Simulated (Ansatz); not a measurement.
Consider Ta2Ag.

```
CELL_PARAMETERS angstrom
8.94526 0.00000 0.00000
-4.47263 7.74683 0.00000
0.00000 0.00000 2.55236
ATOMIC_POSITIONS crystal
Ta 0.50000 0.00000 0.50000
Ta 0.00000 0.50000 0.50000
Ta 0.50000 0.50000 0.50000
Ta 0.00000 0.00000 0.00000
Ag 0.33333 0.66667 0.50000
Ag 0.66667 0.33333 0.50000
```

Space group P6/mmm; a structure generated by program, which may or may not match a known phase.

Computed with Ansatz, DFT PBE, scalar-relativistic, plane waves, PAW.

What can the converged valence pseudo-density and electron localisation function tell about the bonding?

Ta–Ta (2.55 Å): the density is about 0.56 e/Å³ at the midpoint; the ELF is about 0.35 at the midpoint.
Ag–Ag (2.55 Å): ρ is about 0.4 e/Å³ halfway; the ELF is about 0.20 at the midpoint; no localised pair shows between them.
Ta–Ag (2.58 Å): the density is about 0.43 e/Å³ at the midpoint; the ELF is about 0.30 at the midpoint: no shared electron pair shows on this line.
Bader's partition of the density gives Ta +0.04 to +0.40 and Ag −0.63 e.

How much charge does the calculation move between the atoms?

Electrons move from Ta towards Ag. Bader charges: Ta +0.04 to +0.40 and Ag −0.63 e.

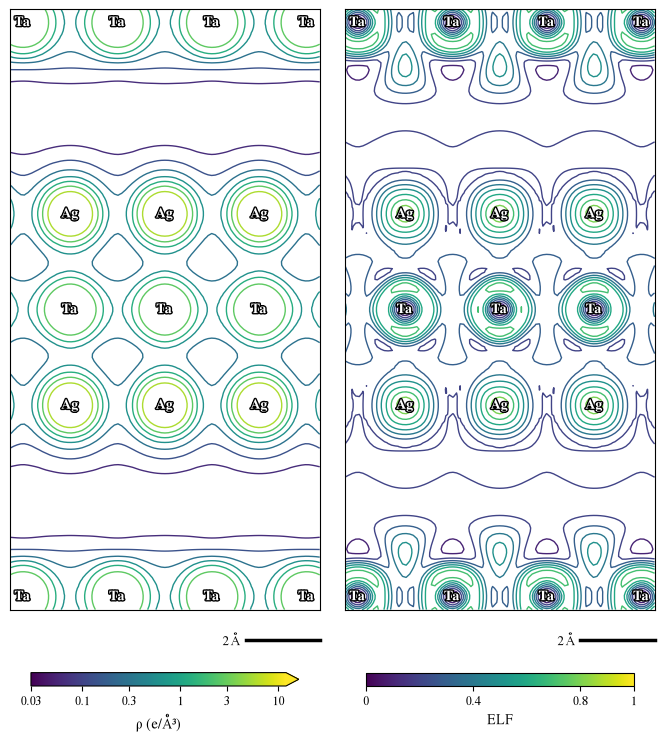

Computed valence pseudo-density and electron localisation function on the (110) plane of the conventional cell, in this order. 

Core electrons are frozen (PAW), and the valence fields are smoothed inside the atomic spheres.
